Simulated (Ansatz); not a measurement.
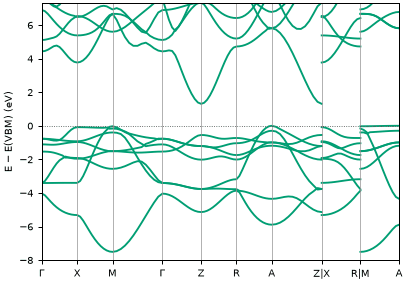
Figure. Band structure from plane-wave PAW r²SCAN (Ansatz code)

Problem. Read off the gap and where the band edges lie.

Solution. About 1.3 eV (1.31 eV by a search for the band edges); maximum at A, minimum at Z.

Problem. Pick the material that matches.
A) SnO2, rutile
B) BaCuSF, P4/nmm (Ba on 2c, Cu on 2b, S on 2c, F on 2a)
C) BaInHO2, P4/mmm (Ba on 1d, In on 1a, O on 2f, H on 1b)
D) BaTiO3, P4mm (Ba on 1b, Ti on 1a, O on 2c, O on 1a)

Solution. C, BaInHO2, P4/mmm (Ba on 1d, In on 1a, O on 2f, H on 1b)

The start of the workflow was typed in or built on a structure type; neither database checked (COD, Materials Project) lists it. Its standing as an ambient phase is unchecked. The r²SCAN relaxation kept the symmetry of its start; its stability against distortions is not shown here. Scalar-relativistic: spin–orbit coupling is off unless named, which matters more the heavier the elements.

Potentials: the earlier of the program's two PAW sets. The files were generated under PBE; for other functionals the program regenerates the frozen cores, and for LDA and PBEsol the local potential too.
